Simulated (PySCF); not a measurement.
# C$_{3}$H$_{9}$P: GW calculation

C$_{3}$H$_{9}$P, SMILES CP(C)C, computed with G0W0 (PBE)/def2-SVP, RKS (PySCF 2.14.0).

The geometry comes from this level: GFN2-xTB.

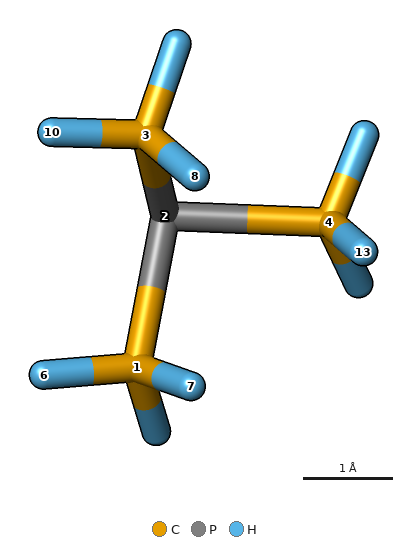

**Figure 1.** The input geometry (stick view, seen at a tilt; atoms are numbered from 1 in the order of the input). Bond lengths as drawn: C–H 1.09 Å and C–P 1.85 Å.

Input file (job.py):
```python
from pyscf import gto, dft, gw

molecule = gto.Mole()
molecule.atom = '''
C     -0.962929     2.679726    -1.097232
P      1.266362    -0.014797    -1.293933
C      2.240497    -0.079728     2.070044
C     -1.090712    -2.602342    -1.164298
H     -1.956963     2.862954    -2.888239
H      0.101327     4.407994    -0.766019
H     -2.328917     2.413861     0.420162
H      0.610325     0.004800     3.325483
H      3.294964    -1.808355     2.430320
H      3.475660     1.521192     2.442244
H     -0.106940    -4.400681    -0.998947
H     -2.172240    -2.613019    -2.911917
H     -2.370435    -2.371606     0.432332
'''
molecule.basis = 'def2-svp'
molecule.unit = 'bohr'
molecule.verbose = 4
molecule.max_memory = 1860
molecule.charge = 0
molecule.build()

mf = dft.RKS(molecule, xc='pbe')
mf.conv_tol = 1e-10
mf.grids.level = 4
mf.kernel()
if not mf.converged:
    mf = mf.newton().run(mf.mo_coeff, mf.mo_occ)

e_tot = mf.e_tot
print('E = %.10f Eh' % e_tot)

nocc = molecule.nelec[0]
orbs = list(range(max(0, nocc - 2), min(molecule.nao, nocc + 2)))
mygw = gw.GW(mf, freq_int='ac')
mygw.orbs = orbs
mygw.kernel()
print('orbital   mean field (eV)   quasiparticle (eV)')
for p in orbs:
    print('%4d %12.4f %12.4f' % (p + 1, mf.mo_energy[p] * 27.211386, mygw.mo_energy[p] * 27.211386))
```

Run on 1 thread of Intel Xeon @ 2.50GHz (Skylake/Cascade Lake), 189 GiB of memory available, shared host.

Run as:
```bash
OMP_NUM_THREADS=1 python job.py
```

Output:
```
PySCF version 2.14.0

[INPUT] num. atoms = 13
[INPUT] num. electrons = 42
[INPUT] charge = 0
[INPUT] spin (= nelec alpha-beta = 2S) = 0
[INPUT] symmetry False subgroup None
[INPUT] Mole.unit = bohr
[INPUT] Symbol           X                Y                Z      unit          X                Y                Z       unit  Magmom
[INPUT]  1 C     -0.509560082534   1.418049930710  -0.580630169492 AA   -0.962929000000   2.679726000000  -1.097232000000 Bohr   0.0
[INPUT]  2 P      0.670129911175  -0.007830235190  -0.684719856057 AA    1.266362000000  -0.014797000000  -1.293933000000 Bohr   0.0
[INPUT]  3 C      1.185619953535  -0.042190240672   1.095420110402 AA    2.240497000000  -0.079728000000   2.070044000000 Bohr   0.0
[INPUT]  4 C     -0.577179934077  -1.377100081420  -0.616119968320 AA   -1.090712000000  -2.602342000000  -1.164298000000 Bohr   0.0
[INPUT]  5 H     -1.035580222214   1.515010012712  -1.528390258490 AA   -1.956963000000   2.862954000000  -2.888239000000 Bohr   0.0
[INPUT]  6 H      0.053619939251   2.332609970672  -0.405359797932 AA    0.101327000000   4.407994000000  -0.766019000000 Bohr   0.0
[INPUT]  7 H     -1.232409802524   1.277360231529   0.222340155295 AA   -2.328917000000   2.413861000000   0.420162000000 Bohr   0.0
[INPUT]  8 H      0.322970081255   0.002540050612   1.759769818902 AA    0.610325000000   0.004800000000   3.325483000000 Bohr   0.0
[INPUT]  9 H      1.743619859602  -0.956940255253   1.286069959243 AA    3.294964000000  -1.808355000000   2.430320000000 Bohr   0.0
[INPUT] 10 H      1.839240064906   0.804980139834   1.292379868306 AA    3.475660000000   1.521192000000   2.442244000000 Bohr   0.0
[INPUT] 11 H     -0.056590210936  -2.328740097729  -0.528619987317 AA   -0.106940000000  -4.400681000000  -0.998947000000 Bohr   0.0
[INPUT] 12 H     -1.149499904649  -1.382750106501  -1.540920116491 AA   -2.172240000000  -2.613019000000  -2.911917000000 Bohr   0.0
[INPUT] 13 H     -1.254380181967  -1.254999848481   0.228780241951 AA   -2.370435000000  -2.371606000000   0.432332000000 Bohr   0.0

nuclear repulsion = 177.672635879319
number of shells = 53
number of NR pGTOs = 171
number of NR cGTOs = 105
basis = def2-svp
ecp = {}

******** <class 'pyscf.dft.rks.RKS'> ********
method = RKS
initial guess = minao
damping factor = 0
level_shift factor = 0
DIIS = <class 'pyscf.scf.diis.CDIIS'>
diis_start_cycle = 1
diis_space = 8
diis_damp = 0
SCF conv_tol = 1e-10
SCF conv_tol_grad = None
SCF max_cycles = 50
direct_scf = True
direct_scf_tol = 1e-13
XC library pyscf.dft.libxc version 7.0.0
    S. Lehtola, C. Steigemann, M. J.T. Oliveira, and M. A.L. Marques.,  SoftwareX 7, 1–5 (2018)
XC functionals = pbe
    J. P. Perdew, K. Burke, and M. Ernzerhof.,  Phys. Rev. Lett. 77, 3865 (1996)
    J. P. Perdew, K. Burke, and M. Ernzerhof.,  Phys. Rev. Lett. 78, 1396 (1997)
    J. P. Perdew, K. Burke, and M. Ernzerhof.,  Phys. Rev. Lett. 77, 3865 (1996)
    J. P. Perdew, K. Burke, and M. Ernzerhof.,  Phys. Rev. Lett. 78, 1396 (1997)
radial grids:
    Treutler-Ahlrichs [JCP 102, 346 (1995); DOI:10.1063/1.469408] (M4) radial grids

becke partition: Becke, JCP 88, 2547 (1988); DOI:10.1063/1.454033
pruning grids: <function nwchem_prune>
grids dens level: 4
symmetrized grids: False
atomic radii adjust function: <function treutler_atomic_radii_adjust>
small_rho_cutoff = 0
Set gradient conv threshold to 1e-05
Initial guess from minao.
tot grids = 256272
init E= -460.469815885224
  HOMO = -0.267503170181611  LUMO = -0.0250608386380917  gap/eV = 6.59719
cycle= 1 E= -460.463953088358  delta_E= 0.00586  |g|= 0.572  |ddm|= 3.39
  HOMO = -0.147388905175146  LUMO = 0.0675868788191463  gap/eV = 5.84979
cycle= 2 E= -460.333912922377  delta_E= 0.13  |g|= 0.888  |ddm|=  1.7
  HOMO = -0.18288889199352  LUMO = 0.0337101246195677  gap/eV = 5.89396
cycle= 3 E= -460.555660891347  delta_E= -0.222  |g|= 0.0502  |ddm|= 0.962
  HOMO = -0.193207455816796  LUMO = 0.0344587000773809  gap/eV = 6.19511
cycle= 4 E= -460.556481812804  delta_E= -0.000821  |g|= 0.0165  |ddm|= 0.154
  HOMO = -0.190878762659986  LUMO = 0.0338944759372661  gap/eV = 6.11639
cycle= 5 E= -460.55657033187  delta_E= -8.85e-05  |g|= 0.00429  |ddm|= 0.038
  HOMO = -0.191362373353775  LUMO = 0.0338509793413744  gap/eV = 6.12837
cycle= 6 E= -460.556575537043  delta_E= -5.21e-06  |g|= 0.000815  |ddm|= 0.00937
  HOMO = -0.191212764100777  LUMO = 0.0338843950939727  gap/eV = 6.12521
cycle= 7 E= -460.556575741126  delta_E= -2.04e-07  |g|= 0.000109  |ddm|= 0.00254
  HOMO = -0.191227425570769  LUMO = 0.0338767913938018  gap/eV = 6.12540
cycle= 8 E= -460.556575744488  delta_E= -3.36e-09  |g|= 2.84e-05  |ddm|= 0.000227
  HOMO = -0.191229043999594  LUMO = 0.0338763584003989  gap/eV = 6.12543
cycle= 9 E= -460.556575744623  delta_E= -1.35e-10  |g|= 1.8e-05  |ddm|= 5.56e-05
  HOMO = -0.191229668131591  LUMO = 0.0338761827876355  gap/eV = 6.12544
cycle= 10 E= -460.55657574472  delta_E= -9.62e-11  |g|= 5.2e-07  |ddm|= 2.21e-05
  HOMO = -0.191229610876087  LUMO = 0.0338761777767194  gap/eV = 6.12544
```

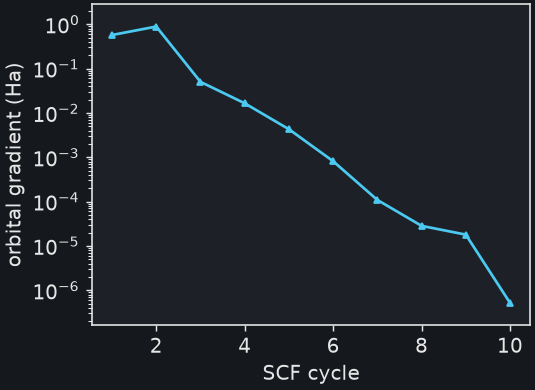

**Figure 2.** Convergence of the self-consistent field: orbital gradient against the SCF cycle. The residual falls almost steadily, with no more than small rises.

```
Extra cycle  E= -460.556575744716  delta_E= 3.07e-12  |g|= 4.12e-07  |ddm|= 1.26e-06
converged SCF energy = -460.556575744716
E = -460.5565757447 Eh

******** <class 'pyscf.gw.gw_ac.GWAC'> ********
method = GWAC
GW nocc = 21, nvir = 84
frozen orbitals = None
off-diagonal self-energy = False
GW density matrix = False
density-fitting for exchange = False
outcore for self-energy= False
broadening parameter = 5.000e-03
number of grids = 100
analytic continuation method = pade
imaginary frequency cutoff = 5.0
Pade points = 18
Pade step ratio = 0.667
use perturbative linearized QP eqn = False
QPE max iter = 100
QPE tolerance = 1.0e-06

Starting get_sigma_diag main loop with 100 frequency points.
   0    1    2    3    4    5    6    7    8    9   10   11
  12   13   14   15   16   17   18   19   20   21   22   23
  24   25   26   27   28   29   30   31   32   33   34   35
  36   37   38   39   40   41   42   43   44   45   46   47
  48   49   50   51   52   53   54   55   56   57   58   59
  60   61   62   63   64   65   66   67   68   69   70   71
  72   73   74   75   76   77   78   79   80   81   82   83
  84   85   86   87   88   89   90   91   92   93   94   95
  96   97   98   99
Finished get_sigma_diag main loop.

WARN: GW QP energies may not be sorted from min to max

orbital   mean field (eV)   quasiparticle (eV)
  20      -7.7090     -10.5647
  21      -5.2036      -7.8723
  22       0.9218       3.6579
  23       1.0357       4.1705
```

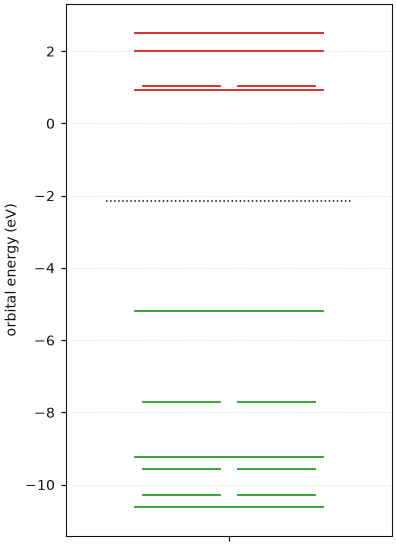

**Figure 3.** Orbital energies near the frontier; the dotted line parts filled from empty levels, and levels within 0.02 eV of each other stand side by side. Highest filled −5.20 eV, lowest empty 0.92 eV, 6.12 eV apart.

Results in brief:

```json
{"quantity": "outcome", "value": "converged"}
{"quantity": "total energy", "value": "−460.556576 hartree"}
{"quantity": "basis functions", "value": "105"}
{"quantity": "HOMO", "value": "−5.20 eV"}
{"quantity": "LUMO", "value": "0.92 eV"}
{"quantity": "dipole moment", "value": "1.17 D"}
{"quantity": "wall time", "value": "51 s"}
{"quantity": "peak memory", "value": "0.59 GiB"}
```
